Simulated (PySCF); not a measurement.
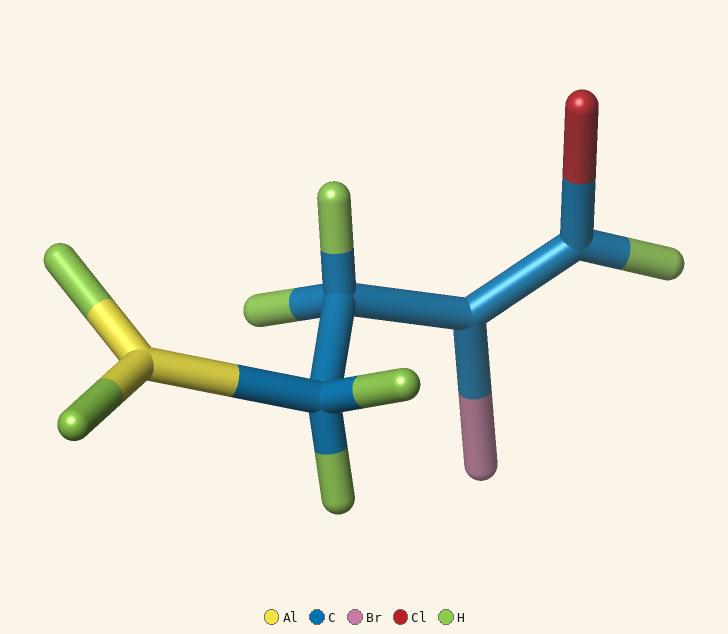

Computed geometry: GFN2-xTB optimisation. No frequency run is at hand to confirm it as a minimum.

> Which formula does it have?

C4H7AlBrCl, 14 atoms: 4 carbon, 7 hydrogen, 1 aluminium, 1 bromine and 1 chlorine.

> What is its SMILES?

[AlH2][CH2]C/C(Br)=C\Cl

> What is the point group of this geometry?

C1.

> Count the bonded pairs by element.

5 C–H, 3 C–C, 2 Al–H, 1 C–Al, 1 C–Br, 1 C–Cl.

> Name functional groups in it.

Among them: alkene, C–Cl bond, C–Br bond.

The parts below concern this one geometry. Atoms keep their numbers from picture to picture.

## Dipole moment

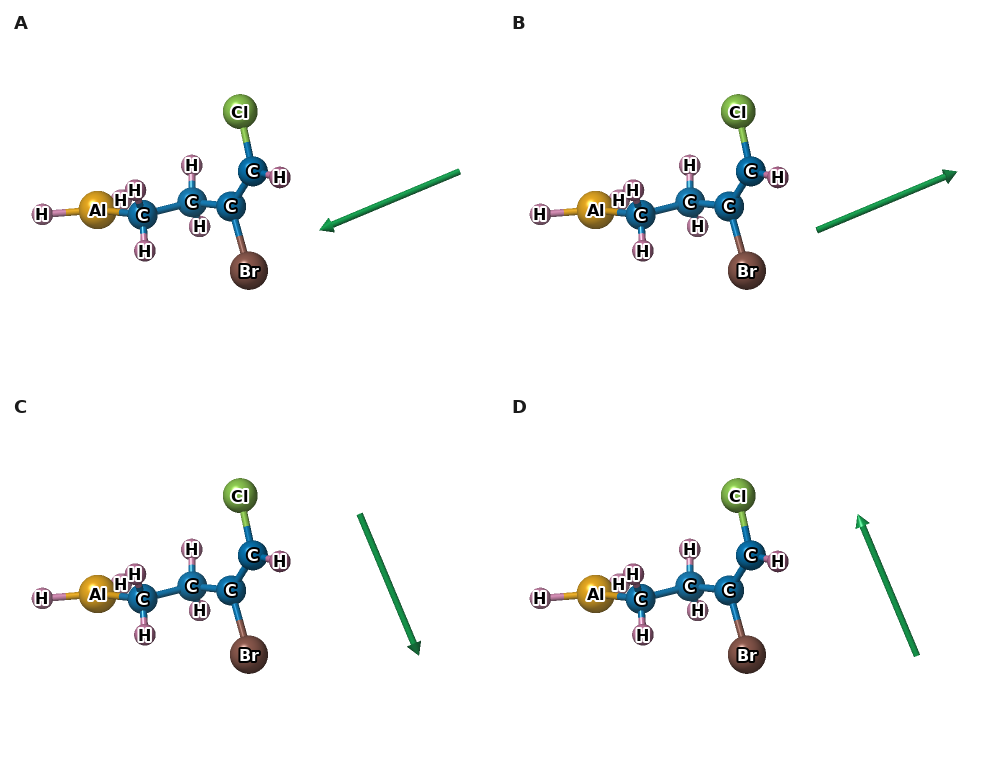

The same molecule four times, each with an arrow. No frequency run is at hand to confirm it as a minimum. Properties computed with ωB97X-D/def2-SVPD, gas phase (PySCF 2.14.0).

> Which arrow points along the dipole moment, from the negative to the positive end?

A. The dipole moment is 0.53 D.

## Excitation

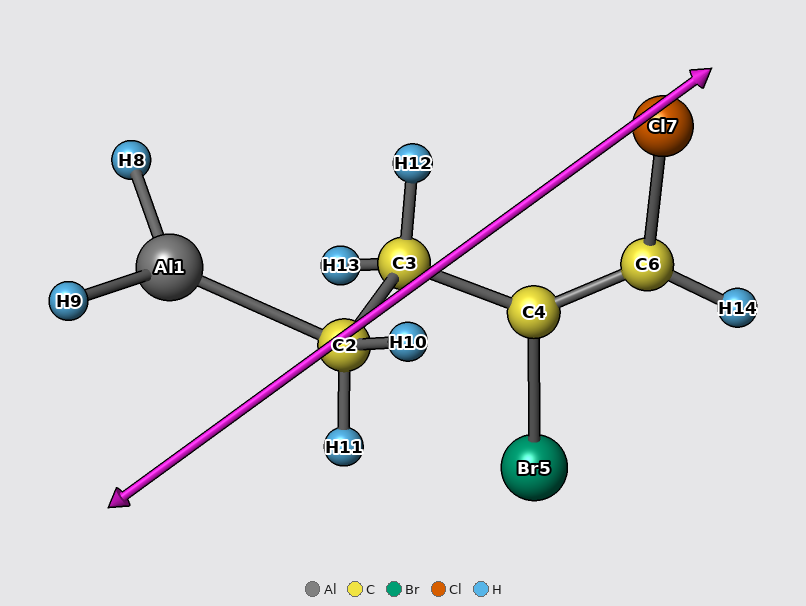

The double arrow shows the direction of the transition dipole to excited singlet state 4 (its length means nothing). No frequency run is at hand to confirm it as a minimum. Level of theory: TDDFT ωB97X-D/def2-SVPD, vertical, gas phase, core orbitals frozen in the response (PySCF 2.14.0).

> Give its energy, strength and character.

6.17 eV (201 nm), oscillator strength 0.33, mainly HOMO → LUMO+2 (weight 0.75); transition dipole 3.78 D.

## Polarisability

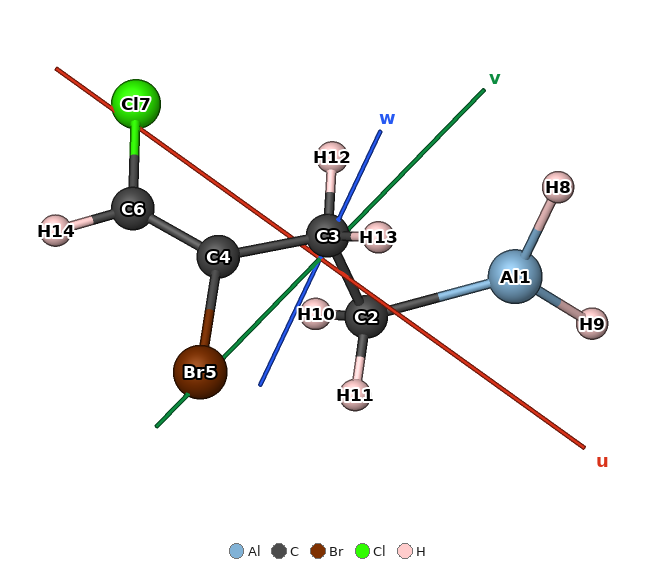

The lines u, v and w are the principal axes of the static dipole polarisability. No frequency run is at hand to confirm it as a minimum. Computed with ωB97X-D/def2-SVPD (PySCF 2.14.0).

> Along which axis is the molecule most polarisable, and along which least?

Most along u (close to the long direction Al1···Cl7), least along w.

> Give the three principal values.

u 130.2, v 122.7, w 86.4 bohr³; mean 113.1, anisotropy 40.6 bohr³.

The geometry is semi-empirical. Around Al, Br such bond lengths and angles can be off by a tenth of an ångström or more and by several degrees, and values that hang on the shape move with them.
